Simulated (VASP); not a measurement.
Given:

```xyz
2
Lattice="0.0000 2.1945 2.1945 2.1945 0.0000 2.1945 2.1945 2.1945 0.0000" Properties=species:S:1:pos:R:3 pbc="T T T"
Nb     0.0000     0.0000     0.0000
N      2.1945     2.1945     2.1945
```

Method: vdW-DF-cx, VASP's PBE PAW potentials (set 64) (plane waves; VASP). Numerical set-up: 520 eV cut-off, 16×16×16 Γ-centred mesh, tetrahedra with Blöchl corrections, potentials Nb_sv N.

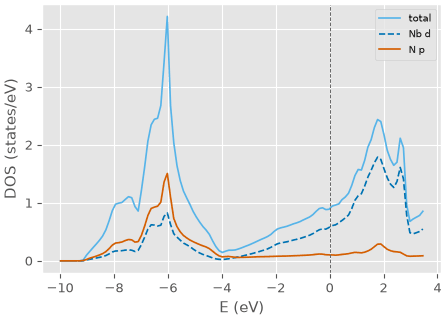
Total and projected density of states, zero at the Fermi level

Within 2 eV below the Fermi level the largest weight inside VASP's projection spheres is Nb d, then N p.

It has no gap at this level: it comes out as a metal or semimetal.

The compound is NbN in the rock salt structure, the cubic δ form, which competes with hexagonal ones. It was relaxed first. VASP warned that the highest band is occupied, so more bands are needed.
